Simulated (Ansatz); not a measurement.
# Phonon calculation, with input and output: CH5BrOSi

System: CH5BrOSi.
Method: RKS PBE-D4/def2-SVP (Ansatz 0.2.0).

It belongs to a series of runs on one base structure; here: vibrations at the highest image of the band. Figures and captions count atoms from 1; the log counts them from 0 in places.

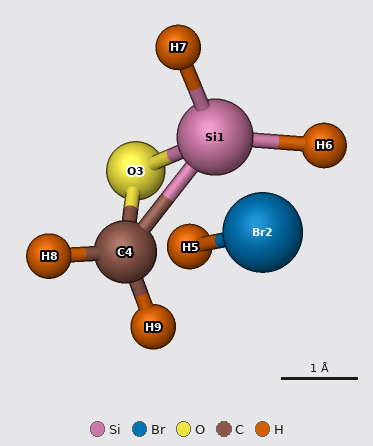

*The structure (ball-and-stick view, seen at a tilt; atoms are numbered from 1 in the order of the input).*

Bond lengths as drawn: Br–H 1.73 Å, C–H 1.11 Å, C–O 1.46 Å, C–Si 1.94 Å, H–Si 1.49 Å and O–Si 1.70 Å.

**The input**
```yaml
crystal:
  periodic: [false, false, false]
  atoms:
    - { symbol: Si, position_ang: [-0.215896, 0.821726, 0.495051] }
    - { symbol: Br, position_ang: [0.388102, 1.038969, -2.292796] }
    - { symbol: O, position_ang: [-0.284633, -0.516966, 1.542061] }
    - { symbol: C, position_ang: [0.080275, -1.079025, 0.245909] }
    - { symbol: H, position_ang: [0.239648, -0.108171, -1.009459] }
    - { symbol: H, position_ang: [-1.556001, 1.400091, 0.210525] }
    - { symbol: H, position_ang: [0.939963, 1.714292, 0.775426] }
    - { symbol: H, position_ang: [1.098733, -1.51977, 0.218922] }
    - { symbol: H, position_ang: [-0.690392, -1.751147, -0.185637] }
basis:
  gaussian: { orbitals: def2-SVP }
hamiltonian:
  xc: pbe
  dispersion: d4
phonons: {}
```

Launch command:
```bash
ansatz run input.yaml --threads 2 --pin off --max-ram 3072MiB --backend cpu --events-out ev --progress --plain --runs-dir out
```

**Log**
```
Engine: ansatz 0.2.0, aarch64-unknown-linux-gnu
Functional definition: PBE
  parameter kappa = 0.804
  parameter beta = 0.06672455060314922
  exchange = pbe_x(kappa = kappa, mu = beta*pi^2/3)
  correlation = pbe_c(beta = beta)
1132 factors; their error is unknown
mean field evaluation 1: about -81050.6192 eV, gradient 5.1e1 eV
mean field evaluation 2: about -81014.6576 eV, gradient 1.4e2 eV
mean field evaluation 4: about -81056.1557 eV, gradient 1.4e1 eV
mean field evaluation 8: about -81056.5774 eV, gradient 2.4e-1 eV
mean field evaluation 16: about -81056.4766 eV, gradient 1.3e-4 eV
mean field -81056.47663323 eV, -2978.7705742182 hartree, gradient 3.5e-5 eV, S^2 0.000000; 0 other end points of the search recorded, 0 dependent functions left out
the calculation of the forces begins
reference -81056.47666637 eV, -2978.7705754359 hartree; 34, 34 occupied and 69, 69 virtual orbitals, 1132 factors
these checks for a lower state are left out or cut short: stability, starts, cluster_reference, orbital_swaps, neighbouring_geometries, increment
1132 factors; their error is unknown
mean field -81056.47651871 eV, -2978.7705700096 hartree, gradient 7.5e-7 eV, S^2 0.000000; 0 other end points of the search recorded, 0 dependent functions left out
[... from here on the field's lines of each further geometry are left out, up to the last ...]
the calculation of the forces begins
reference -81056.47664654 eV, -2978.7705747070 hartree; 34, 34 occupied and 69, 69 virtual orbitals, 1132 factors
these checks for a lower state are left out or cut short: stability, starts, cluster_reference, orbital_swaps, neighbouring_geometries, increment
1132 factors; their error is unknown
mean field -81056.47660378 eV, -2978.7705731359 hartree, gradient 2.0e-6 eV, S^2 0.000000; 0 other end points of the search recorded, 0 dependent functions left out
the calculation of the forces begins
reference -81056.47663691 eV, -2978.7705743534 hartree; 34, 34 occupied and 69, 69 virtual orbitals, 1132 factors
WARN: phonons: modes at or below zero, which the zero-point energy, F, S and C_V leave out: 1, the lowest at -768.66 cm⁻¹. A minimum has none, and a first-order saddle one
Total energy: -81056.67057382 eV, -2978.7777014033 hartree
Atom 0 at    -0.215896     0.821726     0.495051 Å, force    -0.003920     0.006046    -0.009900 eV/Å
Atom 1 at     0.388102     1.038969    -2.292796 Å, force    -0.000469     0.000871    -0.001706 eV/Å
Atom 2 at    -0.284633    -0.516966     1.542061 Å, force    -0.002509    -0.008820     0.011307 eV/Å
Atom 3 at     0.080275    -1.079025     0.245909 Å, force     0.011515     0.004156     0.000365 eV/Å
Atom 4 at     0.239648    -0.108171    -1.009459 Å, force     0.000464    -0.001548     0.001337 eV/Å
Atom 5 at    -1.556001     1.400091     0.210525 Å, force    -0.001790    -0.000083    -0.000004 eV/Å
Atom 6 at     0.939963     1.714292     0.775426 Å, force     0.002578     0.000100     0.000863 eV/Å
Atom 7 at     1.098733    -1.519770     0.218922 Å, force    -0.005590    -0.003477    -0.001624 eV/Å
Atom 8 at    -0.690392    -1.751147    -0.185637 Å, force    -0.000278     0.002753    -0.000637 eV/Å
Dipole moment:    -0.061237    -0.103109     0.328473 e Å
Vibrations: -768.66 109.89 175.31 285.21 423.64 544.51 650.81 686.43 687.27 765.95 888.14 909.41 974.89 1070.66 1101.70 1317.05 1402.78 2231.28 2268.16 2976.80 3067.18 cm⁻¹, zero-point energy 1.397120 eV
```

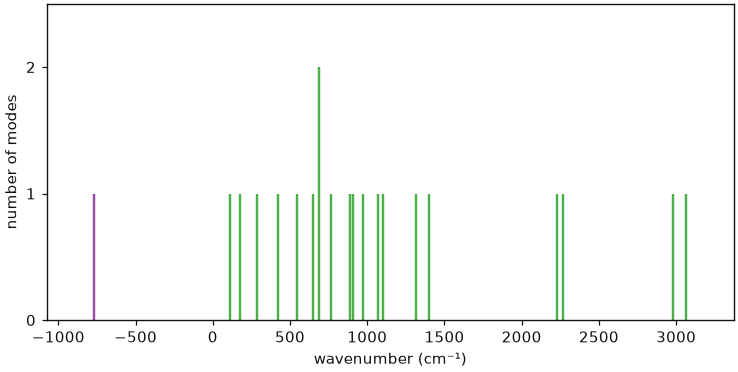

*Harmonic vibrational wavenumbers from the force constants; neighbouring modes closer than 17 cm⁻¹ are counted in one stick, and imaginary ones are drawn at negative wavenumbers.*

21 modes from 769i to 3067 cm⁻¹, 1 imaginary beyond 8i (769i cm⁻¹): a first-order saddle point, if the geometry is stationary.

**Key numbers**

| quantity | value |
| --- | --- |
| outcome | converged |
| total energy | −81056.6706 eV |
| mean-field energy | −81056.4767 eV |
| largest force (length of the vector) | 0.015 eV/Å |
| hardware | 2 threads of Arm Neoverse V2, 24 GiB of memory available, shared host |
| wall time | 48 s (CPU time 93 s) |
| peak memory | 0.14 GiB |
